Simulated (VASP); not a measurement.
## Pt₁₆CO: single-point calculation (part 2 of 3)

Pt₁₆CO (slab, 18 atoms in the cell); Kohn-Sham DFT of a periodic cell, PBE, VASP PAW PBE potentials, recommended, no spin polarisation (VASP 6.6.1); cutoff 520 eV, 6×6×1 k-mesh, Gaussian smearing of 0.1 eV. 

Geometry of the input (Å; fractional positions):
```
5.6160  0.0000  0.0000
2.8080  4.8636  0.0000
0.0000  0.0000  24.8781
Pt 0.0000  0.0000  0.3618
Pt 0.5000  0.0000  0.3618
Pt -0.0000  0.5000  0.3618
Pt 0.5000  0.5000  0.3618
Pt 0.1667  0.1667  0.4539
Pt 0.6667  0.1667  0.4539
Pt 0.1667  0.6667  0.4539
Pt 0.6667  0.6667  0.4539
Pt -0.1643  0.3286  0.5457
Pt 0.3333  0.3333  0.5444
Pt -0.1643  0.8357  0.5457
Pt 0.3286  0.8357  0.5457
Pt 0.0000  0.0000  0.6457
Pt 0.5003  -0.0006  0.6358
Pt -0.0006  0.5003  0.6358
Pt 0.5003  0.5003  0.6358
C  0.0000  0.0000  0.7196
O  0.0000  0.0000  0.7659
```

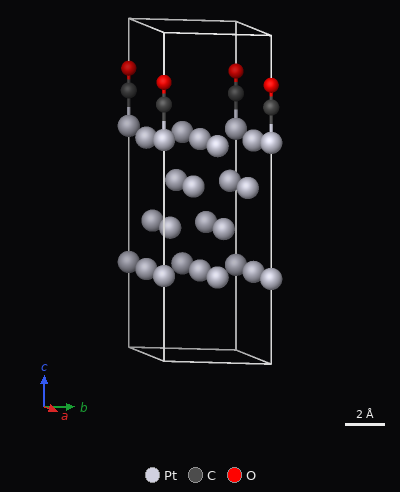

Figure 1. The structure (ball-and-stick view of the cell of the calculation, with the vacuum cut short, seen slightly off an axis).

## Parts of OUTCAR, continued
```
   k-points           NKPTS =      7   k-points in BZ     NKDIM =      7   number of bands    NBANDS=    100
   number of dos      NEDOS =    301   number of ions     NIONS =     18
   total plane-waves  NPLWV = 338688
   dimension x,y,z NGX =    42 NGY =   42 NGZ =  192
   dimension x,y,z NGXF=    84 NGYF=   84 NGZF=  384
   ions per type =              16   1   1
   NGX,Y,Z   is equivalent  to a cutoff of  12.43, 12.43, 12.83 a.u.
   NGXF,Y,Z  is equivalent  to a cutoff of  24.87, 24.87, 25.66 a.u.
 SYSTEM =  Pt16CO
   PREC   = accura    normal or accurate (medium, high low for compatibility)
   ISTART =      0    job   : 0-new  1-cont  2-samecut
   ICHARG =      2    charge: 1-file 2-atom 10-const
   ISPIN  =      1    spin polarized calculation?
   LNONCOLLINEAR =      F non collinear calculations
   LSORBIT =      F    spin-orbit coupling
   LASPH  =      T    aspherical Exc in radial PAW
   ENCUT  =  520.0 eV  38.22 Ry    6.18 a.u.  10.44 10.44 46.26*2*pi/ulx,y,z
   NELM   =    100;   NELMIN=  2; NELMDL= -5     # of ELM steps
   EDIFF  = 0.1E-05   stopping-criterion for ELM
   LREAL  =      T    real-space projection
   EDIFFG = 0.1E-04   stopping-criterion for IOM
   NSW    =      0    number of steps for IOM
   IBRION =     -1    ionic relax: 0-MD 1-quasi-New 2-CG
   NFREE  =      0    steps in history (QN), initial steepest desc. (CG)
   ISIF   =      2    stress and relaxation
   ISYM   =      2    0-nonsym 1-usesym 2-fastsym
   POTIM  = 0.5000    time-step for ionic-motion
   TEBEG  =    0.0;   TEEND  =   0.0 temperature during run
   PSTRESS=    0.0 pullay stress
   NELECT =     170.0000    total number of electrons
   NUPDOWN=      -1.0000    fix difference up-down
   EMIN   =  10.00;   EMAX   =-10.00  energy-range for DOS
   EFERMI =   0.00;   METHOD = LEGACY
   ISMEAR =     0;   SIGMA  =   0.10  broadening in eV -4-tet -1-fermi 0-gaus
   EFERMI_NEDOS =   21; number of points for ismear=-14 and -15
   IALGO  =     68    algorithm
   IMIX   =      4    mixing-type and parameters
     AMIX     =   0.40;   BMIX     =  1.00
     AMIX_MAG =   1.60;   BMIX_MAG =  1.00
  volume/ion in A,a.u.               =      37.75       254.75
  Fermi-wavevector in a.u.,A,eV,Ry     =   1.031554  1.949355 14.478014  1.064104
  Thomas-Fermi vector in A             =   2.165708
   LORBIT       =      0    0 simple, 1 ext, 2 COOP (PROOUT), +10 PAW based schemes
   GGA     = PE    functional components
   LHFCALC =     F    Hartree Fock is set to
   AEXX    =    0.0000 exact exchange contribution
   IVDW    =     0    specifies the selected vdW correction
   LEPSILON=     F    determine dielectric tensor
   LRPA    =     F    only Hartree local field effects (RPA)
 non-spin polarized calculation
 RMM-DIIS sequential band-by-band and
 Gauss-broadening in eV      SIGMA  =   0.10
  energy-cutoff  :      520.00
  volume of cell :      679.51
 maximum number of plane-waves:     18369
 NGX is ok and might be reduce to    42
   NGX = 21   NGY = 21   NGZ = 93

 dipolmoment           0.000000      0.000000      0.466340 electrons x Angstroem

 number of electron     169.9999980 magnetization

 dipolmoment           0.000000      0.000000     -0.029406 electrons x Angstroem

 Free energy of the ion-electron system (eV)
  ---------------------------------------------------
  ext. energy  EPLUGINS =         0.00000000
  ---------------------------------------------------
  free energy    TOTEN  =      -109.12292901 eV

  energy without entropy =     -108.97775291  energy(sigma->0) =     -109.05034096

 E-fermi :   0.6219     XC(G=0):  -5.9558     alpha+bet : -6.1597

 val. band max:        0.6108167544   @ k =   0.5000   0.1667   0.0000
 cond. band min:       0.6469739003   @ k =   0.3333   0.0000   0.0000
 fundamental gap:      0.0361571459
 Fermi energy:         0.6218750272

 k-point     1 :       0.0000    0.0000    0.0000
  band No.  band energies     occupation
      1     -23.3963      2.00000
      2      -9.6686      2.00000
      3      -8.6154      2.00000
      4      -7.3882      2.00000
      5      -6.9595      2.00000
      6      -6.2947      2.00000
      7      -6.2942      2.00000
      8      -6.2942      2.00000
      9      -6.1373      2.00000
     10      -5.9131      2.00000
     11      -5.9131      2.00000
     12      -5.8634      2.00000
     13      -5.7783      2.00000
     14      -5.7212      2.00000
     15      -5.7212      2.00000
     16      -5.3081      2.00000
     17      -5.3081      2.00000
     18      -5.2449      2.00000
     19      -5.1211      2.00000
     20      -5.1211      2.00000
     21      -5.0791      2.00000
     22      -4.9622      2.00000
     23      -4.9622      2.00000
     24      -4.9466      2.00000
     25      -4.2531      2.00000
     26      -4.2531      2.00000
     27      -4.1527      2.00000
     28      -3.4166      2.00000
     29      -3.4166      2.00000
     30      -3.1613      2.00000
     31      -3.0624      2.00000
     32      -3.0624      2.00000
     33      -3.0335      2.00000
     34      -2.9978      2.00000
     35      -2.8731      2.00000
     36      -2.8731      2.00000
     37      -2.7773      2.00000
     38      -2.7773      2.00000
     39      -2.7734      2.00000
     40      -2.6591      2.00000
     41      -2.6551      2.00000
     42      -2.6551      2.00000
     43      -2.4767      2.00000
     44      -2.4767      2.00000
     45      -2.2680      2.00000
     46      -2.2680      2.00000
     47      -2.0451      2.00000
     48      -2.0321      2.00000
     49      -2.0321      2.00000
     50      -1.8075      2.00000
     51      -1.8075      2.00000
     52      -1.7195      2.00000
     53      -1.5725      2.00000
     54      -1.4750      2.00000
     55      -1.4750      2.00000
     56      -1.2396      2.00000
     57      -0.9880      2.00000
     58      -0.9880      2.00000
     59      -0.7959      2.00000
     60      -0.7959      2.00000
     61      -0.4787      2.00000
     62      -0.4787      2.00000
     63      -0.2944      2.00000
     64      -0.2796      2.00000
     65      -0.1702      2.00000
     66      -0.1702      2.00000
     67       0.0115      2.00000
     68       0.0115      2.00000
     69       0.2816      2.00000
     70       0.2882      2.00000
     71       0.2882      2.00000
     72       0.4427      1.98874
     73       0.4427      1.98874
     74       0.5136      1.87433
     75       0.5751      1.49182
     76       0.5751      1.49182
     77       0.6760      0.44365
     78       0.6807      0.40542
     79       0.6807      0.40542
     80       0.7862      0.02011
     81       0.7862      0.02011
     82       0.8485      0.00135
     83       0.8691      0.00047
     84       0.9137      0.00004
     85       0.9137      0.00004
     86       1.1158      0.00000
     87       1.1654      0.00000
     88       1.1654      0.00000
     89       1.1742      0.00000
     90       1.3977      0.00000
     91       1.3977      0.00000
     92       1.4022      0.00000
     93       2.5338      0.00000
     94       2.5338      0.00000
     95       2.7358      0.00000
     96       3.0507      0.00000
     97       3.2864      0.00000

 k-point     2 :       0.1667    0.0000    0.0000
  band No.  band energies     occupation
      1     -23.3962      2.00000
      2      -9.6491      2.00000
      3      -8.3951      2.00000
      4      -7.2250      2.00000
      5      -6.8959      2.00000
      6      -6.2877      2.00000
      7      -6.2839      2.00000
      8      -6.0710      2.00000
      9      -5.9182      2.00000
     10      -5.9111      2.00000
     11      -5.7587      2.00000
     12      -5.7279      2.00000
     13      -5.6720      2.00000
     14      -5.5788      2.00000
     15      -5.5544      2.00000
     16      -5.2048      2.00000
     17      -5.1922      2.00000
     18      -5.1430      2.00000
     19      -5.0791      2.00000
     20      -4.9511      2.00000
     21      -4.9097      2.00000
     22      -4.8555      2.00000
     23      -4.7589      2.00000
     24      -4.7555      2.00000
     25      -4.1869      2.00000
     26      -4.1823      2.00000
     27      -4.0845      2.00000
     28      -3.4632      2.00000
     29      -3.4054      2.00000
     30      -3.2619      2.00000
     31      -3.1619      2.00000
     32      -3.1074      2.00000
     33      -3.0254      2.00000
     34      -3.0161      2.00000
     35      -2.9768      2.00000
     36      -2.9214      2.00000
     37      -2.7286      2.00000
     38      -2.7016      2.00000
     39      -2.6516      2.00000
     40      -2.6360      2.00000
     41      -2.6099      2.00000
     42      -2.5859      2.00000
     43      -2.5574      2.00000
     44      -2.3590      2.00000
     45      -2.3487      2.00000
     46      -2.2716      2.00000
     47      -2.2020      2.00000
     48      -2.1677      2.00000
     49      -2.1096      2.00000
     50      -2.0947      2.00000
     51      -2.0112      2.00000
     52      -1.8768      2.00000
     53      -1.6878      2.00000
     54      -1.6381      2.00000
     55      -1.5038      2.00000
     56      -1.3791      2.00000
     57      -1.0956      2.00000
     58      -1.0924      2.00000
     59      -0.8414      2.00000
     60      -0.8184      2.00000
     61      -0.7024      2.00000
     62      -0.6357      2.00000
     63      -0.5122      2.00000
     64      -0.4737      2.00000
     65      -0.4682      2.00000
     66      -0.3972      2.00000
     67      -0.3541      2.00000
     68      -0.2341      2.00000
     69      -0.2212      2.00000
     70      -0.0383      2.00000
     71      -0.0158      2.00000
     72       0.1171      2.00000
     73       0.2481      2.00000
     74       0.2662      2.00000
     75       0.3278      1.99997
     76       0.3804      1.99936
     77       0.4269      1.99418
     78       0.4298      1.99341
     79       0.4779      1.95823
     80       0.4959      1.92516
     81       0.5659      1.57182
     82       0.5851      1.39717
     83       0.6487      0.70437
     84       0.6530      0.65985
     85       0.7104      0.21084
     86       0.7725      0.03319
     87       0.8798      0.00026
     88       0.9137      0.00004
     89       0.9381      0.00001
     90       1.2373      0.00000
     91       1.6969      0.00000
     92       1.9910      0.00000
     93       2.0356      0.00000
     94       2.2103      0.00000
     95       2.6141      0.00000
     96       2.7478      0.00000
     97       3.1752      0.00000

 k-point     3 :       0.3333    0.0000    0.0000
  band No.  band energies     occupation
      1     -23.3961      2.00000
      2      -9.6179      2.00000
      3      -7.7695      2.00000
      4      -7.0646      2.00000
      5      -6.4555      2.00000
      6      -6.2801      2.00000
      7      -6.2701      2.00000
      8      -6.1264      2.00000
      9      -5.5781      2.00000
     10      -5.4886      2.00000
     11      -5.3531      2.00000
     12      -5.3322      2.00000
     13      -5.3272      2.00000
     14      -5.1786      2.00000
     15      -5.1784      2.00000
     16      -5.0887      2.00000
     17      -4.8426      2.00000
     18      -4.8131      2.00000
     19      -4.7700      2.00000
     20      -4.6269      2.00000
     21      -4.5689      2.00000
     22      -4.4839      2.00000
     23      -4.2635      2.00000
     24      -4.2298      2.00000
     25      -3.9839      2.00000
     26      -3.9833      2.00000
     27      -3.8874      2.00000
     28      -3.6608      2.00000
     29      -3.6238      2.00000
     30      -3.5487      2.00000
     31      -3.4130      2.00000
     32      -3.3245      2.00000
     33      -3.1975      2.00000
     34      -3.1172      2.00000
     35      -3.0553      2.00000
     36      -2.9227      2.00000
     37      -2.8245      2.00000
     38      -2.8232      2.00000
     39      -2.7712      2.00000
     40      -2.6925      2.00000
     41      -2.6832      2.00000
     42      -2.6305      2.00000
     43      -2.5365      2.00000
     44      -2.4659      2.00000
     45      -2.4606      2.00000
     46      -2.3762      2.00000
     47      -2.3146      2.00000
     48      -2.2841      2.00000
     49      -2.2782      2.00000
     50      -2.2044      2.00000
     51      -2.0723      2.00000
     52      -1.9004      2.00000
     53      -1.7936      2.00000
     54      -1.7729      2.00000
     55      -1.7015      2.00000
     56      -1.6520      2.00000
     57      -1.5990      2.00000
     58      -1.5242      2.00000
     59      -1.5114      2.00000
     60      -1.4740      2.00000
     61      -1.3437      2.00000
     62      -1.2848      2.00000
     63      -1.2458      2.00000
     64      -1.1842      2.00000
     65      -1.1093      2.00000
     66      -0.9144      2.00000
     67      -0.7769      2.00000
     68      -0.6924      2.00000
     69      -0.6796      2.00000
     70      -0.5799      2.00000
     71      -0.4020      2.00000
     72      -0.3943      2.00000
     73      -0.3658      2.00000
     74      -0.3070      2.00000
     75      -0.2196      2.00000
     76      -0.2124      2.00000
     77      -0.1427      2.00000
     78       0.0094      2.00000
     79       0.0373      2.00000
     80       0.1001      2.00000
     81       0.2230      2.00000
     82       0.2390      2.00000
     83       0.3399      1.99993
     84       0.5601      1.61747
     85       0.5683      1.55126
     86       0.6470      0.72263
     87       0.7207      0.16222
     88       0.8350      0.00258
     89       0.9116      0.00004
     90       0.9972      0.00000
     91       1.5810      0.00000
     92       2.3691      0.00000
     93       2.3866      0.00000
     94       2.5992      0.00000
     95       2.7051      0.00000
     96       2.9677      0.00000
     97       3.5730      0.00000

 k-point     4 :       0.5000    0.0000    0.0000
  band No.  band energies     occupation
      1     -23.3960      2.00000
      2      -9.6051      2.00000
      3      -7.1461      2.00000
      4      -6.8863      2.00000
      5      -6.7605      2.00000
      6      -6.2704      2.00000
      7      -6.2650      2.00000
      8      -5.8466      2.00000
      9      -5.7500      2.00000
     10      -5.0894      2.00000
     11      -5.0741      2.00000
     12      -5.0498      2.00000
     13      -5.0471      2.00000
     14      -4.9391      2.00000
     15      -4.8652      2.00000
     16      -4.7380      2.00000
     17      -4.6820      2.00000
     18      -4.6029      2.00000
     19      -4.5707      2.00000
     20      -4.2571      2.00000
     21      -4.2330      2.00000
     22      -4.1112      2.00000
     23      -4.0930      2.00000
     24      -4.0551      2.00000
     25      -4.0343      2.00000
     26      -3.7812      2.00000
     27      -3.7660      2.00000
     28      -3.6787      2.00000
     29      -3.6594      2.00000
     30      -3.6141      2.00000
     31      -3.5834      2.00000
     32      -3.4778      2.00000
     33      -3.4208      2.00000
     34      -3.3440      2.00000
     35      -3.1816      2.00000
     36      -3.1064      2.00000
     37      -3.0900      2.00000
     38      -3.0630      2.00000
     39      -2.9089      2.00000
     40      -2.8606      2.00000
     41      -2.7409      2.00000
     42      -2.6750      2.00000
     43      -2.6214      2.00000
     44      -2.5301      2.00000
     45      -2.4668      2.00000
     46      -2.4350      2.00000
     47      -2.4013      2.00000
     48      -2.3410      2.00000
     49      -2.2771      2.00000
     50      -2.2427      2.00000
     51      -2.2358      2.00000
     52      -2.2043      2.00000
     53      -2.1289      2.00000
     54      -2.1208      2.00000
     55      -2.0596      2.00000
     56      -1.9602      2.00000
     57      -1.9173      2.00000
     58      -1.7310      2.00000
     59      -1.6207      2.00000
     60      -1.4715      2.00000
     61      -1.4680      2.00000
     62      -1.3864      2.00000
     63      -1.3484      2.00000
     64      -1.2947      2.00000
     65      -1.1650      2.00000
     66      -1.0731      2.00000
     67      -1.0255      2.00000
     68      -0.9721      2.00000
     69      -0.9419      2.00000
     70      -0.8134      2.00000
     71      -0.7834      2.00000
     72      -0.7703      2.00000
     73      -0.6888      2.00000
     74      -0.5948      2.00000
     75      -0.5688      2.00000
     76      -0.5603      2.00000
     77      -0.4576      2.00000
     78      -0.3664      2.00000
     79      -0.1020      2.00000
     80      -0.0811      2.00000
     81       0.1233      2.00000
     82       0.3196      1.99998
     83       0.4209      1.99552
     84       0.5680      1.55349
     85       0.6108      1.12467
     86       0.6783      0.42503
     87       0.7027      0.25300
     88       0.8338      0.00273
     89       0.9032      0.00007
     90       0.9146      0.00003
     91       1.6599      0.00000
     92       2.4552      0.00000
     93       2.4855      0.00000
     94       2.7804      0.00000
     95       2.8027      0.00000
     96       3.0037      0.00000
     97       3.6405      0.00000
```
